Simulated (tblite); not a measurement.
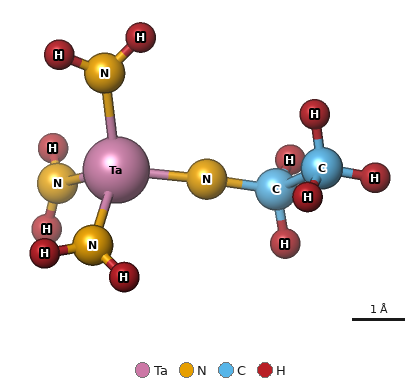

**Figure 1.** The starting structure (ball-and-stick view, seen on its broad side). Sticks mark near contacts. Bond lengths as drawn: C–C 1.54 Å, C–H 1.09 to 1.10 Å, C–N 1.41 Å, H–N 1.01 to 1.02 Å and N–Ta 1.79 to 2.03 Å.

## Run report: C$_{2}$H$_{11}$N$_{4}$Ta, saddle-point search

- system: C$_{2}$H$_{11}$N$_{4}$Ta (Ta(NEt)(NH2)3)
- method: GFN2-xTB saddle search (eigenvector following) and harmonic vibrations, gas phase (tblite 0.8.0)

The program's output:
```
step      E/eV     max force
  0    -637.74568   0.0263
  1    -637.75002   0.1162
  2    -637.74842   0.0191
  3    -637.75018   0.0502
  4    -637.74943   0.0164
  5    -637.75018   0.0109
  6    -637.75057   0.0110
  7    -637.75058   0.0030
lowest wavenumbers (cm-1): -78.5 9.6 69.8 96.5 105.5 125.7
```

Trajectory as extended XYZ (Å, eV, eV/Å), 8 frames, from step=0 to step=7:
```
18
Properties=species:S:1:pos:R:3:forces:R:3 step=0 energy=-637.74568
Ta   -0.0922    0.3271   -1.1818    0.0060  -0.0050   0.0020
N    -0.0904    0.1710    0.6049    0.0170   0.0020   0.0010
C    -0.1441    0.2027    2.0086    0.0060   0.0020   0.0030
C     0.3132   -1.1314    2.6178   -0.0140  -0.0060   0.0030
H     0.5066    1.0074    2.3880    0.0030   0.0170  -0.0140
H    -1.1716    0.4226    2.3432    0.0030  -0.0200   0.0020
H     0.2954   -1.0837    3.7036    0.0000  -0.0020   0.0020
H    -0.3462   -1.9251    2.2795   -0.0070  -0.0210   0.0090
H     1.3217   -1.3548    2.2798   -0.0100   0.0130   0.0170
N     1.8598    0.4404   -1.6196    0.0180   0.0090  -0.0040
H     2.2144    0.5043   -2.5700   -0.0100  -0.0090  -0.0190
H     2.6583    0.3279   -1.0066    0.0110   0.0090   0.0080
N    -0.9765    1.9733   -1.9781   -0.0140  -0.0040  -0.0050
H    -0.5732    2.9047   -1.9750    0.0140  -0.0100   0.0140
H    -1.9815    2.0975   -2.0440   -0.0140  -0.0020  -0.0130
N    -1.1173   -1.2845   -1.8047    0.0060   0.0100  -0.0020
H    -1.5121   -2.0441   -1.2621    0.0100   0.0090  -0.0070
H    -1.1642   -1.5553   -2.7836   -0.0250   0.0070   0.0040
18
Properties=species:S:1:pos:R:3:forces:R:3 step=1 energy=-637.75002
Ta   -0.0636    0.3159   -1.1889    0.0090   0.0000   0.0040
N    -0.0312    0.1356    0.5973   -0.0020  -0.0010   0.0250
C    -0.1245    0.1923    1.9994   -0.0010  -0.0210   0.0030
C     0.2846   -1.1363    2.6569    0.0220   0.0170   0.0070
H     0.5286    0.9941    2.3815   -0.0020   0.0010  -0.0040
H    -1.1591    0.4364    2.2967    0.0280  -0.0150  -0.0080
H     0.2150   -1.0643    3.7408    0.0050   0.0010  -0.0510
H    -0.3696   -1.9293    2.3057    0.0040  -0.0030   0.0040
H     1.3068   -1.3811    2.3751   -0.0570   0.0190   0.0200
N     1.8797    0.4712   -1.6641    0.0220   0.0000  -0.0060
H     2.2091    0.5122   -2.6257   -0.0070  -0.0020   0.0210
H     2.6954    0.3868   -1.0680   -0.0200   0.0040  -0.0170
N    -0.9814    1.9536   -1.9597   -0.0050  -0.0020   0.0000
H    -0.5832    2.8872   -1.9555    0.0030  -0.0030   0.0030
H    -1.9883    2.0699   -2.0132    0.0010  -0.0010  -0.0030
N    -1.1111   -1.2791   -1.8100   -0.0120  -0.0270  -0.0940
H    -1.4828   -2.0536   -1.2720    0.0070   0.0120  -0.0190
H    -1.2244   -1.5112   -2.7964    0.0050   0.0220   0.1140
18
Properties=species:S:1:pos:R:3:forces:R:3 step=2 energy=-637.74842
Ta   -0.0802    0.3239   -1.1833    0.0020  -0.0040   0.0000
N    -0.0702    0.1588    0.6032    0.0110   0.0010  -0.0030
C    -0.1426    0.1961    2.0060    0.0030   0.0070  -0.0010
C     0.3071   -1.1331    2.6307   -0.0140  -0.0090   0.0010
H     0.5004    1.0051    2.3898    0.0010   0.0090  -0.0080
H    -1.1754    0.4139    2.3247   -0.0030  -0.0080   0.0020
H     0.2722   -1.0775    3.7154   -0.0030  -0.0010   0.0130
H    -0.3448   -1.9316    2.2885   -0.0040  -0.0110   0.0050
H     1.3212   -1.3561    2.3117    0.0080   0.0030   0.0070
N     1.8689    0.4522   -1.6341    0.0090   0.0050  -0.0060
H     2.2143    0.4965   -2.5891   -0.0050  -0.0040  -0.0090
H     2.6734    0.3556   -1.0261    0.0080   0.0050   0.0050
N    -0.9769    1.9647   -1.9748   -0.0080   0.0010  -0.0030
H    -0.5681    2.8937   -1.9824    0.0050  -0.0080   0.0070
H    -1.9823    2.0929   -2.0277   -0.0050  -0.0010  -0.0070
N    -1.1178   -1.2788   -1.8043    0.0060   0.0080   0.0080
H    -1.5024   -2.0441   -1.2629    0.0040   0.0030  -0.0020
H    -1.1970   -1.5324   -2.7853   -0.0160   0.0030  -0.0100
18
Properties=species:S:1:pos:R:3:forces:R:3 step=3 energy=-637.75018
Ta   -0.0670    0.3184   -1.1867    0.0020  -0.0020   0.0000
N    -0.0432    0.1402    0.5994    0.0020   0.0010   0.0110
C    -0.1379    0.1889    2.0012    0.0030  -0.0020  -0.0020
C     0.3004   -1.1332    2.6503    0.0090  -0.0060   0.0090
H     0.4968    1.0031    2.3882   -0.0020   0.0020  -0.0060
H    -1.1772    0.4077    2.2993    0.0090  -0.0070  -0.0020
H     0.2296   -1.0687    3.7340    0.0010  -0.0030  -0.0290
H    -0.3359   -1.9388    2.2939    0.0080   0.0030   0.0100
H     1.3270   -1.3531    2.3673   -0.0310   0.0100   0.0120
N     1.8783    0.4622   -1.6551    0.0060   0.0010  -0.0010
H     2.2123    0.4978   -2.6147   -0.0030  -0.0010   0.0000
H     2.6905    0.3755   -1.0555   -0.0020   0.0020  -0.0020
N    -0.9752    1.9570   -1.9665   -0.0010  -0.0040   0.0000
H    -0.5687    2.8868   -1.9721    0.0050   0.0020   0.0030
H    -1.9811    2.0819   -2.0172   -0.0060  -0.0010  -0.0020
N    -1.1197   -1.2736   -1.8069   -0.0040  -0.0090  -0.0440
H    -1.4945   -2.0455   -1.2679    0.0030   0.0030  -0.0070
H    -1.2345   -1.5065   -2.7911    0.0000   0.0110   0.0490
18
Properties=species:S:1:pos:R:3:forces:R:3 step=4 energy=-637.74943
Ta   -0.0729    0.3232   -1.1840    0.0010  -0.0020  -0.0010
N    -0.0565    0.1542    0.6025    0.0070  -0.0010  -0.0030
C    -0.1395    0.1936    2.0048    0.0010   0.0040  -0.0010
C     0.3013   -1.1353    2.6370   -0.0100  -0.0030  -0.0010
H     0.5018    1.0024    2.3918    0.0010   0.0050  -0.0040
H    -1.1746    0.4134    2.3146   -0.0030  -0.0030   0.0000
H     0.2541   -1.0775    3.7210   -0.0030   0.0020   0.0160
H    -0.3477   -1.9340    2.2897   -0.0040  -0.0080   0.0010
H     1.3187   -1.3600    2.3306    0.0120  -0.0010   0.0040
N     1.8744    0.4599   -1.6431    0.0080   0.0030  -0.0080
H     2.2145    0.4932   -2.6008   -0.0040  -0.0020   0.0010
H     2.6825    0.3720   -1.0383    0.0030   0.0030  -0.0010
N    -0.9784    1.9596   -1.9733   -0.0050   0.0030  -0.0010
H    -0.5685    2.8881   -1.9870    0.0000  -0.0080   0.0040
H    -1.9842    2.0881   -2.0197    0.0010   0.0000  -0.0030
N    -1.1162   -1.2761   -1.8018    0.0040   0.0020   0.0030
H    -1.4934   -2.0450   -1.2602    0.0020   0.0030  -0.0030
H    -1.2154   -1.5199   -2.7837   -0.0100   0.0030  -0.0030
18
Properties=species:S:1:pos:R:3:forces:R:3 step=5 energy=-637.75018
Ta   -0.0646    0.3212   -1.1853    0.0020  -0.0010   0.0010
N    -0.0376    0.1461    0.6010    0.0020  -0.0020  -0.0010
C    -0.1317    0.1909    2.0027    0.0010  -0.0020   0.0020
C     0.2917   -1.1385    2.6465    0.0020   0.0010   0.0030
H     0.5122    0.9966    2.3918    0.0010   0.0030  -0.0010
H    -1.1682    0.4198    2.3021    0.0010  -0.0020  -0.0010
H     0.2248   -1.0770    3.7299   -0.0010   0.0020  -0.0050
H    -0.3549   -1.9353    2.2900    0.0010  -0.0020   0.0020
H     1.3142   -1.3694    2.3601   -0.0080   0.0020   0.0060
N     1.8800    0.4709   -1.6553    0.0000   0.0010   0.0040
H     2.2139    0.4999   -2.6149    0.0000   0.0000  -0.0080
H     2.6923    0.3909   -1.0551    0.0010   0.0010  -0.0010
N    -0.9811    1.9525   -1.9706   -0.0020   0.0030   0.0010
H    -0.5710    2.8807   -1.9930   -0.0010  -0.0050   0.0030
H    -1.9873    2.0804   -2.0093    0.0020   0.0000   0.0000
N    -1.1141   -1.2747   -1.7998    0.0000  -0.0020  -0.0090
H    -1.4832   -2.0477   -1.2586    0.0010   0.0020  -0.0040
H    -1.2355   -1.5071   -2.7822   -0.0030   0.0030   0.0100
18
Properties=species:S:1:pos:R:3:forces:R:3 step=6 energy=-637.75057
Ta   -0.0587    0.3125   -1.1903    0.0000   0.0000   0.0000
N    -0.0272    0.1257    0.5954    0.0000   0.0010   0.0050
C    -0.1341    0.1849    1.9960    0.0020  -0.0030   0.0000
C     0.2932   -1.1316    2.6635    0.0020   0.0000   0.0010
H     0.4985    1.0016    2.3815   -0.0020  -0.0030  -0.0020
H    -1.1758    0.4084    2.2815    0.0040  -0.0020  -0.0010
H     0.2050   -1.0564    3.7447    0.0000  -0.0020  -0.0100
H    -0.3375   -1.9408    2.3057    0.0040   0.0040   0.0040
H     1.3237   -1.3545    2.4004   -0.0100   0.0040   0.0020
N     1.8835    0.4679   -1.6694    0.0010   0.0000   0.0000
H     2.2104    0.5015   -2.6316    0.0000   0.0000   0.0010
H     2.7005    0.3868   -1.0755   -0.0010   0.0000  -0.0010
N    -0.9766    1.9519   -1.9556    0.0020   0.0030   0.0000
H    -0.5679    2.8810   -1.9639   -0.0010  -0.0040   0.0000
H    -1.9829    2.0785   -1.9930    0.0000   0.0000   0.0000
N    -1.1177   -1.2735   -1.8134   -0.0010  -0.0010  -0.0040
H    -1.4875   -2.0505   -1.2785    0.0000   0.0010  -0.0010
H    -1.2491   -1.4933   -2.7974    0.0000   0.0010   0.0050
18
Properties=species:S:1:pos:R:3:forces:R:3 step=7 energy=-637.75058
Ta   -0.0590    0.3116   -1.1906    0.0000   0.0000   0.0000
N    -0.0287    0.1237    0.5950    0.0000   0.0000   0.0000
C    -0.1366    0.1837    1.9953    0.0010   0.0000   0.0000
C     0.2962   -1.1299    2.6646   -0.0010  -0.0010  -0.0010
H     0.4919    1.0037    2.3802   -0.0010  -0.0020  -0.0010
H    -1.1795    0.4025    2.2799    0.0010   0.0000   0.0000
H     0.2069   -1.0539    3.7453    0.0000   0.0000   0.0000
H    -0.3303   -1.9425    2.3075    0.0020   0.0020   0.0010
H     1.3277   -1.3481    2.4025   -0.0010   0.0010   0.0000
N     1.8835    0.4656   -1.6691    0.0000   0.0000   0.0000
H     2.2105    0.4995   -2.6311    0.0000   0.0000   0.0000
H     2.7002    0.3834   -1.0751    0.0000   0.0000   0.0000
N    -0.9749    1.9527   -1.9545    0.0000   0.0000   0.0000
H    -0.5656    2.8814   -1.9609    0.0000  -0.0010   0.0000
H    -1.9811    2.0800   -1.9926    0.0000   0.0000   0.0000
N    -1.1195   -1.2726   -1.8154    0.0000   0.0000   0.0000
H    -1.4906   -2.0497   -1.2815    0.0000   0.0000   0.0000
H    -1.2511   -1.4911   -2.7995    0.0000   0.0000   0.0000
```

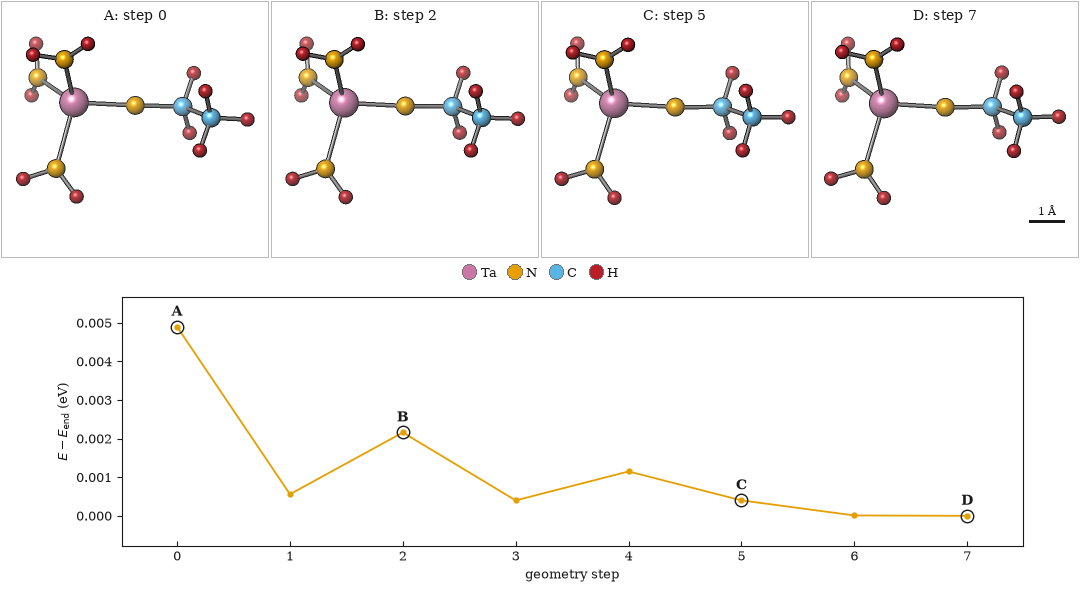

**Figure 2.** Frames of the saddle-point search (ball-and-stick view, seen at a tilt) above the curves, on which the letters mark them (steps are counted from 0).

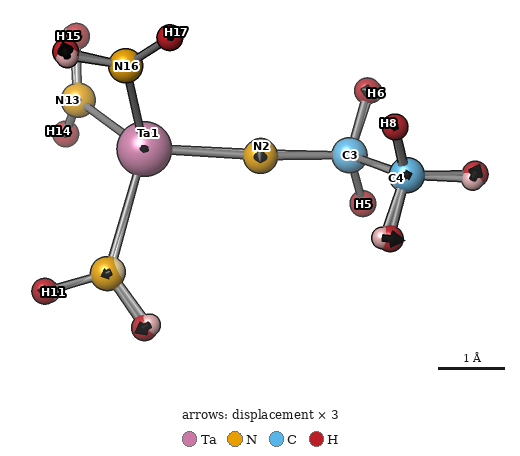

**Figure 3.** Start (faint) and end (solid) with the displacements as black arrows, magnified 3 times (ball-and-stick view, seen at a tilt). The two geometries are laid on each other by the best rigid fit. After 7 geometry steps the energy has fallen by 0.005 eV. The largest force component goes from 0.025 to 0.002 eV/Å. The largest move after the best rigid fit is that of H9, 0.12 Å. Largest moves by element: H 0.12 Å, N 0.08 Å, C 0.05 Å, Ta 0.04 Å. Among the angles that change: Ta1–N2–C3 173.3° → 170.0°. (Atoms are counted from 1 in the order of the input.)

This output came from the following input.

Input file:
```
{"job": {"xc": "GFN2-xTB", "basis": "xTB", "kind": "saddle"}, "charge": 0, "multiplicity": 1}
Ta    -0.092197     0.327125    -1.181838
N     -0.090361     0.170962     0.604933
C     -0.144140     0.202748     2.008601
C      0.313169    -1.131375     2.617824
H      0.506590     1.007432     2.388004
H     -1.171644     0.422599     2.343229
H      0.295376    -1.083719     3.703598
H     -0.346166    -1.925136     2.279462
H      1.321660    -1.354835     2.279820
N      1.859819     0.440367    -1.619619
H      2.214403     0.504262    -2.570028
H      2.658286     0.327867    -1.006554
N     -0.976500     1.973346    -1.978123
H     -0.573195     2.904679    -1.974982
H     -1.981477     2.097542    -2.044007
N     -1.117335    -1.284507    -1.804656
H     -1.512099    -2.044081    -1.262101
H     -1.164189    -1.555276    -2.783562
```

The first line tells a small driver script what to run in tblite; the rest is the geometry in Å.

Launched with:
```bash
OMP_NUM_THREADS=1 python <driver script> task.json out
```

Summary:

```tsv
quantity	value
outcome	converged
total energy	−637.7506 eV
point group	C1
hardware	1 CPU thread, shared host
wall time	5.4 s
peak memory	0.19 GiB
```
